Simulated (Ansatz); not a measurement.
## Run report: GeH₂Cl, nudged elastic band

GeH₂Cl, multiplicity 2, computed with UKS B3LYP-D4/def2-TZVP (Ansatz 0.2.0).

It belongs to a series of runs on one base structure; here: band between the two ends. Figures and captions count atoms from 1; the log counts them from 0 in places.

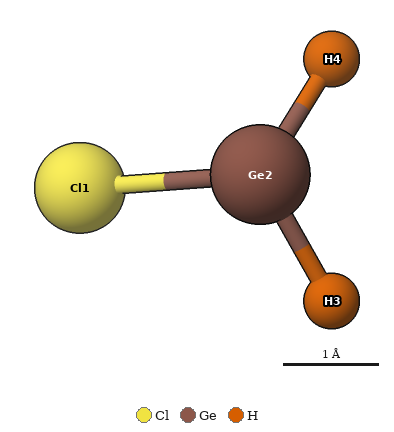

Figure 1. The starting structure (ball-and-stick view, seen at a tilt; atoms are numbered from 1 in the order of the input). Sticks mark near contacts.

**The input**
```yaml
crystal:
  periodic: [false, false, false]
  atoms:
    - { symbol: Cl, position_ang: [-1.574392, 0.31018, 1.001314] }
    - { symbol: Ge, position_ang: [0.11008, -0.462428, -0.14561] }
    - { symbol: H, position_ang: [0.076395, 0.262905, -1.516768] }
    - { symbol: H, position_ang: [1.387908, -0.110647, 0.661064] }
magnetization:
  spin_polarized: true
  initial_magnetization: 1
basis:
  gaussian: { orbitals: def2-TZVP }
hamiltonian:
  xc: b3lyp
  dispersion: d4
neb:
  order_check: false
  images: 5
  f_tol: 0.03
  max_iterations: 60
  initial_path: idpp
  final_atoms:
    - { symbol: Cl, position_ang: [-1.60876105, 0.11327991, 0.98823832] }
    - { symbol: Ge, position_ang: [0.26284947, 0.41283712, -0.08747987] }
    - { symbol: H, position_ang: [0.01719195, -0.07627646, -1.53930021] }
    - { symbol: H, position_ang: [1.32871063, -0.44983056, 0.63854176] }
```

Run on 2 threads of Intel Xeon (Granite Rapids), 16 GiB of memory available, shared host.

Command:
```bash
ansatz run input.yaml --threads 2 --pin off --max-ram 3072MiB --backend cpu --events-out ev --progress --plain --runs-dir out
```

**What the program printed**
```
Engine: ansatz 0.2.0, x86_64-unknown-linux-gnu
Functional definition: B3LYP
  parameter a0 = 0.2
  parameter ax = 0.72
  parameter ac = 0.81
  exchange = (1 - a0 - ax)*slater_x + ax*b88_x + a0*exact_x
  correlation = (1 - ac)*vwn_rpa_c + ac*lyp_c
740 factors; their error is unknown
mean field evaluation 1: about -69074.5208 eV, gradient 1.5e1 eV
mean field evaluation 2: about -69074.3017 eV, gradient 1.9e1 eV
mean field evaluation 4: about -69075.2142 eV, gradient 6.2e-1 eV
mean field evaluation 8: about -69075.4636 eV, gradient 9.0e-2 eV
mean field evaluation 16: about -69075.4636 eV, gradient 3.5e-5 eV
mean field -69075.46363946 eV, -2538.4764677193 hartree, gradient 3.5e-5 eV, S^2 0.751666; 0 other end points of the search recorded, 0 dependent functions left out
the calculation of the forces begins
reference -69075.46385683 eV, -2538.4764757076 hartree; 26, 25 occupied and 71, 72 virtual orbitals, 740 factors
740 factors; their error is unknown
mean field evaluation 32: about -69075.4636 eV, gradient 3.5e-5 eV
mean field -69075.46363940 eV, -2538.4764677169 hartree, gradient 3.5e-5 eV, S^2 0.751666; 0 other end points of the search recorded, 0 dependent functions left out
[... from here on the field's lines of each further geometry are left out, up to the last ...]
NEB iter   1: max|band force component| = 1.167e0 eV/Å  barrier→ = 0.5972 eV  barrier← = 0.5972 eV  Δτ_max = 0.0324 Å  (207 SCF iters)
NEB iter   2: max|band force component| = 1.205e-1 eV/Å  barrier→ = 0.5556 eV  barrier← = 0.5556 eV  CI = image 3  Δτ_max = 0.0112 Å  (144 SCF iters)
the calculation of the forces begins
reference -69075.36181296 eV, -2538.4727256643 hartree; 26, 25 occupied and 71, 72 virtual orbitals, 740 factors
740 factors; their error is unknown
mean field -69074.91014940 eV, -2538.4561273347 hartree, gradient 3.1e-5 eV, S^2 0.753656; 1 other end points of the search recorded, 0 dependent functions left out
the calculation of the forces begins
reference -69074.91037568 eV, -2538.4561356504 hartree; 26, 25 occupied and 71, 72 virtual orbitals, 740 factors
NEB iter   3: max|band force component| = 1.845e-2 eV/Å  barrier→ = 0.5548 eV  barrier← = 0.5548 eV  CI = image 3  Δτ_max = 0.0000 Å  (307 SCF iters)
```

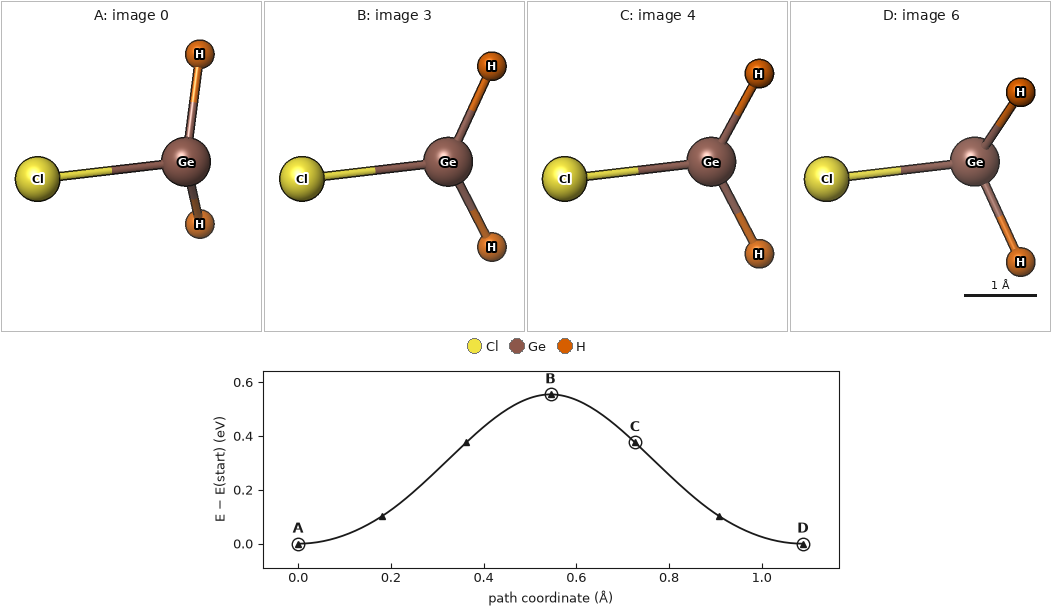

Figure 2. Images of the last band (counted from 0; ball-and-stick, seen at a tilt) above the energy along the path; the line is a cubic interpolation that uses the forces. The highest image is number 3, 0.555 eV above the start and 0.555 eV above the end (the climbing image); start and end have the same energy. The path is 1.09 Å long. The band converged in 3 iterations.

```
Total energy: -69075.01573054 eV, -2538.4600073699 hartree
Atom 0 at    -1.662535    -0.134118     0.978186 Å, force    -0.012929    -0.001045     0.007607 eV/Å
Atom 1 at     0.184412     0.014880    -0.108503 Å, force     0.011991     0.000976    -0.007054 eV/Å
Atom 2 at     0.040566     0.258572    -1.594720 Å, force     0.006128    -0.001578     0.009121 eV/Å
Atom 3 at     1.437548    -0.139324     0.725037 Å, force    -0.005190     0.001646    -0.009674 eV/Å
Dipole moment:     0.297264     0.023981    -0.174902 e Å
this run last wrote the band of iteration 3 to [file]
```

**The last band as extended XYZ (Å, eV, eV/Å)**
```
4
Properties=species:S:1:pos:R:3:forces:R:3 image=0 energy=-69075.57026
Cl   -1.5744    0.3102    1.0013    0.0044  -0.0028  -0.0031
Ge    0.1101   -0.4624   -0.1456   -0.0046   0.0046   0.0035
H     0.0764    0.2629   -1.5168    0.0014  -0.0013   0.0021
H     1.3879   -0.1106    0.6611   -0.0013  -0.0005  -0.0025
4
Properties=species:S:1:pos:R:3:forces:R:3 image=1 energy=-69075.46732
Cl   -1.6263    0.1742    1.0093    0.0745   0.2198  -0.0072
Ge    0.1469   -0.3175   -0.1429   -0.1021  -0.9570  -0.1027
H     0.0552    0.2666   -1.5699    0.0885   0.3473   0.1791
H     1.4242   -0.1233    0.7035   -0.0610   0.3899  -0.0692
4
Properties=species:S:1:pos:R:3:forces:R:3 image=2 energy=-69075.19333
Cl   -1.6539    0.0236    1.0000    0.0124   0.3196   0.0473
Ge    0.1730   -0.1532   -0.1305   -0.0891  -1.3820  -0.1834
H     0.0444    0.2631   -1.5906    0.0646   0.5237   0.1117
H     1.4365   -0.1335    0.7211    0.0120   0.5387   0.0244
4
Properties=species:S:1:pos:R:3:forces:R:3 image=3 energy=-69075.01550
Cl   -1.6625   -0.1341    0.9782   -0.0129  -0.0010   0.0076
Ge    0.1844    0.0149   -0.1085    0.0120   0.0010  -0.0071
H     0.0406    0.2586   -1.5947    0.0061  -0.0016   0.0091
H     1.4375   -0.1393    0.7250   -0.0052   0.0016  -0.0097
4
Properties=species:S:1:pos:R:3:forces:R:3 image=4 energy=-69075.19334
Cl   -1.6586   -0.2908    0.9489    0.0029  -0.3184  -0.0564
Ge    0.1781    0.1815   -0.0761   -0.0479   1.3710   0.2640
H     0.0442    0.2529   -1.5923    0.0488  -0.5338  -0.0602
H     1.4363   -0.1436    0.7194   -0.0038  -0.5188  -0.1475
4
Properties=species:S:1:pos:R:3:forces:R:3 image=5 energy=-69075.46733
Cl   -1.6355   -0.4373    0.9099    0.0681  -0.2082  -0.0767
Ge    0.1568    0.3420   -0.0357   -0.0737   0.9428   0.2061
H     0.0548    0.2426   -1.5737    0.0775  -0.3886   0.0595
H     1.4239   -0.1473    0.6996   -0.0720  -0.3460  -0.1888
4
Properties=species:S:1:pos:R:3:forces:R:3 image=6 energy=-69075.57026
Cl   -1.5895   -0.5550    0.8620    0.0046   0.0035  -0.0022
Ge    0.1265    0.4808    0.0063   -0.0046  -0.0056   0.0018
H     0.0757    0.2239   -1.5231    0.0015   0.0006   0.0026
H     1.3872   -0.1497    0.6548   -0.0014   0.0014  -0.0022
```

**Summary**

- outcome: converged
- barrier, forward: 0.555 eV
- barrier, backward: 0.555 eV
- wall time: 22 s (CPU time 42 s)
- peak memory: 0.24 GiB

**Remarks**

The order of the saddle point was not checked.
